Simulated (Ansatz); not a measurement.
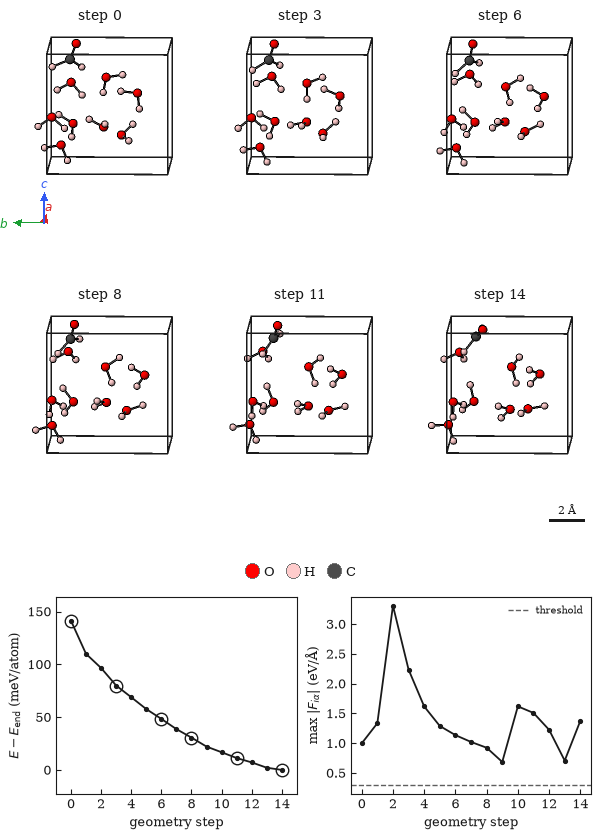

Frames of a relaxation of an amorphous cell of composition H₁₈CO₉, marked on the history of the run. Style: ball-and-stick. Shown: the cell of the calculation, from a free direction.

The cell holds 8 H2O + 1 H2CO. The run prepares the start of a later molecular dynamics calculation, from a guessed geometry.

Method: DFT PBE-D3(BJ), scalar-relativistic, plane waves, PAW in Ansatz 0.2.0.

The input:
```yaml
crystal:
  lattice:
    - [6.918093, 0.0, 0.0]
    - [0.0, 6.918093, 0.0]
    - [0.0, 0.0, 6.918093]
  atoms:
    - { symbol: O, position: [0.6965452, 0.2744872, 0.5798625] }
    - { symbol: H, position: [0.6790766, 0.4123415, 0.5969608] }
    - { symbol: H, position: [0.7267615, 0.2607883, 0.4438456] }
    - { symbol: O, position: [0.1824015, 0.9644086, 0.4491273] }
    - { symbol: H, position: [0.1944208, 1.0785104, 0.3688925] }
    - { symbol: H, position: [0.1723939, 0.8592732, 0.3572159] }
    - { symbol: O, position: [0.9681891, 0.9172663, 0.1032299] }
    - { symbol: H, position: [0.9739077, 0.8652074, -0.0266102] }
    - { symbol: H, position: [0.9423383, 1.0535113, 0.0839858] }
    - { symbol: O, position: [0.3498761, 0.3946064, 0.2790431] }
    - { symbol: H, position: [0.2297998, 0.3296107, 0.2480829] }
    - { symbol: H, position: [0.4181801, 0.3028973, 0.3598225] }
    - { symbol: O, position: [0.3048382, 0.5200688, 0.7665262] }
    - { symbol: H, position: [0.3445451, 0.5452287, 0.6346488] }
    - { symbol: H, position: [0.3328371, 0.3841394, 0.7849806] }
    - { symbol: O, position: [0.5703096, 0.8036235, 0.3416866] }
    - { symbol: H, position: [0.5986394, 0.9223058, 0.4103394] }
    - { symbol: H, position: [0.6389724, 0.8174052, 0.2204563] }
    - { symbol: O, position: [0.9698532, 0.5652677, 0.2560088] }
    - { symbol: H, position: [0.8375415, 0.5501502, 0.2992102] }
    - { symbol: H, position: [1.0106417, 0.6862335, 0.3134969] }
    - { symbol: O, position: [0.8547299, 0.8299988, 0.6440605] }
    - { symbol: H, position: [0.7918687, 0.9425065, 0.5893632] }
    - { symbol: H, position: [0.8614461, 0.739693, 0.5372848] }
    - { symbol: O, position: [0.3488834, 0.7690705, 1.0410292] }
    - { symbol: C, position: [0.4341749, 0.8237986, 0.8966856] }
    - { symbol: H, position: [0.413757, 0.9700616, 0.8363058] }
    - { symbol: H, position: [0.5367377, 0.7302445, 0.8180472] }
basis:
  ecutwfc: 420.0
kpoints:
  mp_grid: { grid: [1, 1, 1] }
hamiltonian:
  xc: pbe
  dispersion: d3bj
scf:
  occupations: { method: fermi_dirac, width: 0.05 }
  lower_state_search: "off"
relax:
  f_tol: 0.3
  max_steps: 15
  adjacent_minimum: "off"
output:
  write_density: true
  write_potential: true
  elf: true
  volumetric_format: npy
```

Run as
```bash
ansatz run input.yaml --threads 1 --pin off --max-ram 3072MiB --backend cpu --events-out ev --progress --plain --runs-dir out
```

Q: What happens along the run?

A: The relaxation stopped without meeting its thresholds, so the last structure isn't shown to be converged. It used up its limit of 15 steps. Over 14 geometry steps the energy falls by 141 meV per atom. The largest force component goes from 1 to 1.4 eV/Å. The largest move is that of H24, 1.62 Å along [3 3 2]. Largest moves by element: H 1.62 Å, O 1.21 Å, C 0.59 Å. The cell doesn't change. Some distances before and after: O13–H14 0.969 → 1.012 Å, O19–H20 0.969 → 0.996 Å, O10–H12 0.969 → 0.991 Å, C26–H27 1.104 → 1.124 Å. From step 0 to 3: H6 moves most (0.53 Å), energy −61.4 meV per atom. From step 3 to 6: H5 moves most (0.51 Å), energy −31.6 meV per atom. From step 6 to 8: H5 moves most (0.37 Å), energy −17.7 meV per atom. From step 8 to 11: O13 moves most (0.56 Å), energy −19.4 meV per atom. From step 11 to 14: O25 moves most (0.45 Å), energy −11.3 meV per atom.

Limits of the set-up: the periodic images lie only 6.9 Å apart, so the values are limited by the cell's size.
